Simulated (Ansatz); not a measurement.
# SrLiH3 (model cell, started as cubic perovskite with Sr in the octahedra): from the cell to its phonons, part 3 of 3

Task: relax SrLiH3 (model cell, started as cubic perovskite with Sr in the octahedra), then find its harmonic phonons.

Ansatz 0.2.0; DFT PBEsol, scalar-relativistic, plane waves, PAW; PAW set soft_1.

So far. Step 4 (Tight relaxation): The forces vanish by symmetry and the pressure is -0.002 GPa, within the tolerances set. The cell now holds 19.37 Å³/atom. Step 5 (Linear response at the zone centre): Before it was imposed, the acoustic sum rule was missed by 4.7e-4 eV/Å² and the charge sum rule by 0.0026 e. Small misses are needed for a sound result but don't prove that mesh and cutoff are converged. The relaxed cell has a = 4.592 Å (conventional setting).

The structure was built from a prototype and need not be the compound's stable phase.

## Step 6: The dispersion

Stability and thermal properties need the whole zone. Linear response on a 4×4×4 q mesh gives force constants as far as a supercell of that size would, and the tensors from the zone-centre run are typed in so that the long-range dipole term is interpolated apart.

File input.yaml:

```yaml
crystal:
  lattice:
    - [4.5923518809, 0.0, 0.0]
    - [0.0, 4.5923518809, 0.0]
    - [0.0, 0.0, 4.5923518809]
  atoms:
    - { symbol: Li, position: [0.0, 0.0, 0.0] }
    - { symbol: Sr, position: [0.5, 0.5, 0.5] }
    - { symbol: H, position: [0.5, 0.5, 0.0] }
    - { symbol: H, position: [0.5, 0.0, 0.5] }
    - { symbol: H, position: [0.0, 0.5, 0.5] }
kpoints:
  mp_grid: { grid: [8, 8, 8] }
hamiltonian:
  xc: pbesol
  pseudopotentials: { kind: paw, azcp: { folder: soft_1 }, xc_functional: pbe }
scf:
  occupations: { method: fixed }
output:
  eigenvalues: true
phonons:
  method: dfpt
  qmesh: [4, 4, 4]
  temperatures: { t_max: 1000, t_step: 50 }
  qpath:
    path:
      - [[0.0, 0.0, 0.0], [0.0, 0.5, 0.0], [0.5, 0.5, 0.0], [0.0, 0.0, 0.0], [0.5, 0.5, 0.5], [0.0, 0.5, 0.0]]
      - [[0.5, 0.5, 0.5], [0.5, 0.5, 0.0]]
    npoints: 10
  non_analytic_term:
    high_frequency_dielectric_tensor: [[3.8413, 0.0, 0.0], [0.0, 3.8413, 0.0], [0.0, 0.0, 3.8413]]
    born_effective_charges:
      - { species: Li, tensor: [[1.4247, 0.0, 0.0], [0.0, 1.4247, 0.0], [0.0, 0.0, 1.4247]] }
      - { species: Sr, tensor: [[1.5962, 0.0, 0.0], [0.0, 1.5962, 0.0], [0.0, 0.0, 1.5962]] }
      - { species: H, tensor: [[-1.0174, 0.0, 0.0], [0.0, -1.0174, 0.0], [0.0, 0.0, -0.986]] }
      - { species: H, tensor: [[-1.0174, 0.0, 0.0], [0.0, -0.986, 0.0], [0.0, 0.0, -1.0174]] }
      - { species: H, tensor: [[-0.986, 0.0, 0.0], [0.0, -1.0174, 0.0], [0.0, 0.0, -1.0174]] }
    source: "zone-centre run at this cell"
```

Run with:

```sh
$ ansatz run input.yaml --threads 8 --pin off --max-ram 16384MiB --backend cpu --events-out ev --progress --plain --runs-dir out
```

Numbers of over 12 decimals in the logs are rounded to 6 here.

The log of the run:

```text
[...]
Crystal: 5 atoms, lattice volume = 96.851 Å³
Basis set: ecut = 420 eV, 1863 PW (Γ), exchange–correlation on 64×64×64 points (8 copies of the dense FFT grid, shifted against one another)
Bands: 13, of which v1, the nominal top of the filled ones, is band 8 counted from 1 (7 counted from 0)
Symmetry: 48 space group operations
k-points: 35 of 512
[...]
SCF iter   1: F=—  HF=-3743.739632 eV  |F-HF|=—  |Δ(HF+E_count)|=         —  Δρ=5.12e-2  dr2=3.90e0  ethr=3.10e-3  ⟨swp⟩=5.8  Hψ=2712  notcnv=0  defer=47
[...]
SCF iter  10: F=-3742.336111 eV  HF=-3742.336111 eV  |F-HF|=9.09e-13  |Δ(HF+E_count)|=  1.18e-11  Δρ=3.32e-8  dr2=6.26e-13  ethr=1.00e-12  ⟨swp⟩=14.1  Hψ=3559  notcnv=0
SCF 1 converged in 10 iterations: F = -3742.336111 eV  dr2 = 6.26e-13
[...]
NSCF: frozen V_eff on 35 k-points
[...]
DFPT response loops at q = (0, 0, 0) (fractional): preconditioner auto → none (the input reference at scf.mixing.eps_inf says where Resta's filter doesn't serve); β = 0.50; Broyden in place of MSR1
[...]
SCF converged after 10 iterations
Free energy (F): -3742.336111 eV
[...]
Internal energy: -3742.336111 eV  (E = F + TS)
E sigma→0 (E₀):  -3742.336111 eV
Fermi energy:    0.738026 eV
[...]
--- Band table (eV; the first three rows and the last of 35) ---
  k-point 0: bands = [... 4 lower, -14.1250, -2.5123, -0.2674, -0.2674, 5.8806, 5.8806, 5.8806, 6.0263, ... 1 higher]
  k-point 1: bands = [... 4 lower, -14.1241, -2.4050, -0.2470, -0.2257, 5.1991, 5.7756, 5.7756, 6.6173, ... 1 higher]
  k-point 2: bands = [... 4 lower, -14.1221, -2.1250, -0.1966, -0.1523, 4.6703, 5.5500, 5.5500, 6.9602, ... 1 higher]
  k-point 34: bands = [... 4 lower, -14.2346, 0.7380, 0.7380, 0.7380, 3.0032, 3.0032, 3.0032, 5.1840, ... 1 higher]
--- Phonons (Γ-DFPT): 4 representative perturbations + reference (Σ response iterations 13) ---
  ASR residual: 4.126e-5 → 0.000e0 eV/Å²; symmetrization residual: 1.535e-7 eV/Å²
  ASR residual per site (eV/Å²): 4.96e-7 4.13e-5 7.34e-6 7.34e-6 7.34e-6
[...]
--- Phonons (arbitrary-q DFPT): 10 irreducible q on the 4×4×4 mesh ---
  q = [0.0000, 0.0000, 0.0000] (star 1, of the zone-centre solve; hermiticity 4.51e-8, symmetrization 1.10e-13): -421.12 -421.12 -421.12 -419.01 -419.01 -419.01 -0.00 -0.00 0.00 241.57 241.57 241.57 1287.21 1287.21 1287.21
  q = [0.0000, 0.0000, 0.2500] (star 6, 9 solved perturbations in 1560 linear systems a pass and spin channel, the states on 200 of 512 k-point pairs; hermiticity 8.69e-8, symmetrization 6.52e-14): -409.74 -409.74 -380.72 -380.72 -359.67 37.15 37.15 86.87 139.79 211.85 211.85 431.98 1286.85 1286.85 1351.29
[...]
q = [0.0000, 0.2500, -0.5000] (star 12, 15 solved perturbations on 200 of 512 k-point pairs; hermiticity 7.92e-8, symmetrization 5.82e-9): -495.16 -370.48 -340.79 -323.31 -319.46 68.22 94.91 102.03 120.89 305.34 321.36 472.63 1286.16 1299.07 1367.38
[...]
sum rule: each row above includes the acoustic sum rule's correction from the zone centre's row sums; it moved no ω² by more than (1.41 cm⁻¹)²
  mesh force constants: q→R imaginary residual 8.35e-19; ASR residual 4.126e-5 → 0.000e0 eV/Å²; symmetrization residual 7.105e-15 eV/Å²
  interpolated dispersion: 63 rows × 15 modes
  density of states and harmonic sums: on the 16×16×16 q-mesh, interpolated from the force constants of a 4×4×4 supercell (with the dipole–dipole term of supplied tensors)
  largest difference from the sums on the solved wave vectors: F 1.22e-3 eV, S 4.67e-6 and C_V 2.72e-6 eV/K
  zero-point energy: 0.338391 eV/cell   skipped modes (ω ≤ 0): 917, of them read as no rigid motion or as one in doubt: 914 (5.555e0 modes/cell left out, lowest -559.76 cm⁻¹)   left out of the sums: 3.70e-1 of the cell's modes: C_V's classical limit lies that fraction below 3 k_B per atom; for a crystal, a wire or a layer, F and S can be off by more, and a phonons.interpolated_qmesh denser along its periods is the remedy for the sampling
```

The job ended after 2.1 min (8 threads of Intel Xeon at 2.60GHz (Ice Lake), shared host; peak memory 1.5 GiB; 15 min of CPU time).

Numbers from this step:

- sum-rule residual before enforcement: 4.13e-5 eV/Å²
- lowest frequency on the path: -559.8 cm⁻¹
- highest frequency on the path or at a solved wavevector: 1389 cm⁻¹
- lowest mode on the q mesh (acoustic modes at Γ apart): -559.8 cm⁻¹

Frequencies (cm⁻¹) solved at each irreducible wavevector; negative means imaginary. Frequencies by wavevector, by row:

```
q in reciprocal lattice units  star  mode 1  mode 2  mode 3  mode 4  mode 13  mode 14  mode 15
                        0 0 0     1  -421.1  -421.1  -421.1    -419     1287     1287     1287
                     0 0 0.25     6  -409.7  -409.7  -380.7  -380.7     1287     1287     1351
                     0 0 -0.5     3  -396.8  -396.8    -347    -347     1286     1286     1363
                  0 0.25 0.25    12  -478.1  -380.4  -370.6    -357     1286     1296     1357
                  0 0.25 -0.5    12  -495.2  -370.5  -340.8  -323.3     1286     1299     1367
                  0 -0.5 -0.5     3  -553.5  -361.7  -361.7  -282.1     1286     1307     1376
               0.25 0.25 0.25     8  -491.8  -465.5  -465.5  -280.3     1296     1296     1363
               0.25 0.25 -0.5    12  -508.7  -478.7  -471.8  -294.2     1295     1300     1373
               0.25 -0.5 -0.5     6  -556.6  -495.7  -495.7  -283.4     1297     1306     1381
               -0.5 -0.5 -0.5     1  -559.8  -559.8  -559.8  -280.4     1306     1306     1389
```

Interpolated from a 4×4×4 q mesh, with the LO-TO term (at Γ the limit along the path; where Γ stands inside the path, tables give the limit on arrival). The phonon branches at the labelled points (cm⁻¹):

| point | branch 1 | branch 2 | branch 3 | branch 4 | branch 12 | branch 13 | branch 14 | branch 15 |
| --- | --- | --- | --- | --- | --- | --- | --- | --- |
| Γ | -421 | -421 | -421 | -419 | 412 | 1287 | 1287 | 1341 |
| X | -397 | -397 | -347 | -347 | 452 | 1286 | 1286 | 1363 |
| M | -554 | -362 | -362 | -282 | 488 | 1286 | 1307 | 1376 |
| Γ | -421 | -421 | -421 | -419 | 412 | 1287 | 1287 | 1341 |
| R | -560 | -560 | -560 | -280 | 523 | 1306 | 1306 | 1389 |
| X | -397 | -397 | -347 | -347 | 452 | 1286 | 1286 | 1363 |
| jump to R | -560 | -560 | -560 | -280 | 523 | 1306 | 1306 | 1389 |
| M | -554 | -362 | -362 | -282 | 488 | 1286 | 1307 | 1376 |

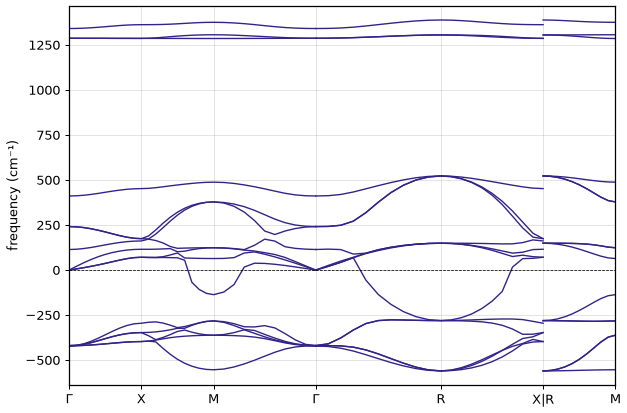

Phonon branches along the path.

The phonon density of states has structure finer than the step of the table below, so its rows give means over 100 cm⁻¹, whole bins alone (the curve runs from -570 to 1390 cm⁻¹). Peaks (cm⁻¹: height): -410.0: 0.0272, -290.0: 0.0411, 130.0: 0.0404, 470.0: 0.0203, 1290.0: 0.0774, 1370.0: 0.0339.

Tetrahedra on a 16×16×16 mesh, mean over bins of 20 cm-1. Interpolated from a 4×4×4 q mesh. Table of phonon density of states by wavenumber; means over each step:

```
wavenumber (cm⁻¹)  phonon density of states (1/cm⁻¹/cell)
             -500                                  0.0117
             -400                                  0.0196
             -300                                  0.0181
             -200                                 0.00223
             -100                                 0.00239
                0                                 0.00404
              100                                  0.0283
              200                                 0.00629
              300                                 0.00718
              400                                 0.00902
              500                                  0.0102
              600                                       0
              700                                       0
              800                                       0
              900                                       0
             1000                                       0
             1100                                       0
             1200                                       0
             1300                                  0.0213
```

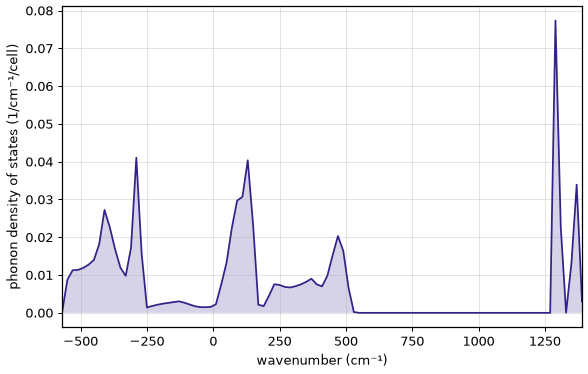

Phonon density of states against wavenumber.

The partial phonon density of states has structure finer than the step of the table below, so its rows give means over 100 cm⁻¹, whole bins alone (the curve runs from -568 to 1439 cm⁻¹). Peaks (cm⁻¹: height): H -403.7: 0.0193, 467.4: 0.0167, 1287.9: 0.0471, 1363.6: 0.0227; Li -290.1: 0.0175, 126.5: 0.00473, 240.1: 0.00455; Sr 126.5: 0.0293.

Phonopy on the run's constants, 13x13x13 mesh, Gaussian sigma 14.3 cm-1. Interpolated from a 4×4×4 q mesh. Partial phonon density of states against wavenumber; means over each step; values in 1/cm⁻¹/cell:

```csv
wavenumber (cm⁻¹),H,Li,Sr
-500,0.0113,2.6e-4,5.0e-6
-400,0.0164,0.00286,2.5e-5
-300,0.00911,0.00899,1.7e-5
-200,3.2e-4,0.00215,1.8e-5
-100,2.6e-4,0.00212,1.1e-4
0,2.0e-4,8.8e-4,0.00281
100,9.7e-4,0.00305,0.0237
200,0.00140,0.00311,0.00244
300,0.00335,0.00341,3.3e-4
400,0.00668,0.00225,2.4e-4
500,0.00902,9.2e-4,1.5e-4
600,1.1e-5,2.3e-6,0
700,0,0,0
800,0,0,0
900,0,0,0
1000,0,0,0
1100,0,0,0
1200,6.2e-5,0,6.3e-7
1300,0.0218,2.4e-6,1.2e-4
```

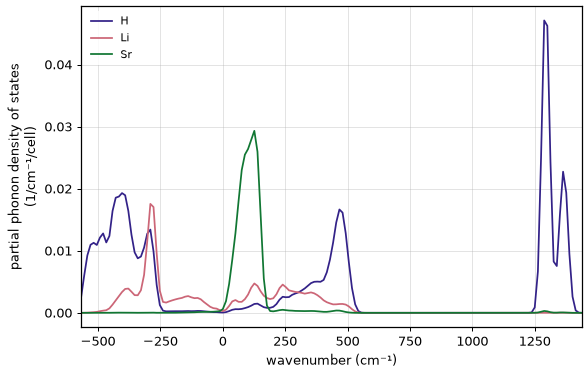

Partial phonon density of states, plotted against wavenumber.

Symmetry leaves 10 wavevectors to solve. The lowest mode among them, the acoustic zeros apart, lies at q = (-0.5, -0.5, -0.5) and is imaginary, 559.8i cm⁻¹, so the energy falls along it.

## Step 7: What came out

```yaml
space_group_after_relaxation_within_0p01_a: Pm-3m
volume_per_atom: 19.4 Å³
gap_on_the_k_mesh: 1.66 eV
highest_optical_mode_at_the_zone_centre_no_lo_to_term: 1287 cm⁻¹
top_of_the_zone_centre_spectrum_with_the_field: 1341 cm⁻¹
lowest_optical_zone_centre_mode: -421 cm⁻¹
mean_high_frequency_dielectric_constant: 3.84
largest_born_charge_third_of_the_trace: 1.60 e
lowest_mode_on_the_q_mesh_acoustic_modes_at_gamma_apart: -560 cm⁻¹
highest_frequency_on_the_path_or_at_a_solved_wavevector: 1389 cm⁻¹
imaginary_modes_on_the_4x4x4_q_mesh: yes
```

In words: Modes are clearly imaginary (beyond 10i cm⁻¹) at 10 of the 10 irreducible wavevectors, most at q = (-0.5, -0.5, -0.5) (559.8i cm⁻¹), so this structure is not a minimum of the energy. Without the field, the optical modes at Γ span -421 to 1287 cm⁻¹ (negative means imaginary). The highest mode in this list at Γ, 1287.2 cm⁻¹, is mostly motion of H (99 % of the kinetic energy). With the macroscopic field of the longitudinal modes the top of the zone-centre spectrum lies at 1341 cm⁻¹, against 1287 cm⁻¹ without it. Among the real modes, the strongest infrared line is at 1287 cm⁻¹. The PAW files were made for PBE and serve the other functionals too. The starting cell was built on a prototype and not taken from a measurement, so the phase need not exist. These are harmonic frequencies at zero temperature: anharmonic shifts, linewidths and thermal expansion are left out.

[Logs are printed without paths, hosts, clocks, repeated set-up lines and the standing remarks that a program may print on its own settings, such as how far it seeks lower states.]

[Hosts, paths, dates, database ids (printed as entryN), source tags and the programs' standing remarks are cut or masked in the printed files.]
